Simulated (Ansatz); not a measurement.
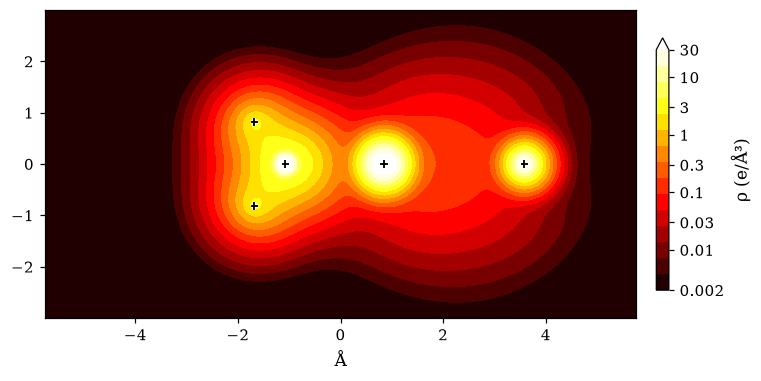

The electron density on a plane through atoms (crosses mark nuclei in the plane).

These are results of isolated molecule in a Gaussian basis; Kohn-Sham density functional theory, functional PBE0 (Ansatz 0.2.0), not measurements.

Candidates:
A. H2LiMgN
B. ClFHNSi2
C. B2H3N

**Which candidate gave the map?**

Candidate A: H2LiMgN on the molecular plane, which holds Li, Mg, N and H. Mg–N (1.92 Å): ρ is about 0.55 e/Å³ halfway. Li–Mg (2.74 Å): ρ is about 0.15 e/Å³ halfway.
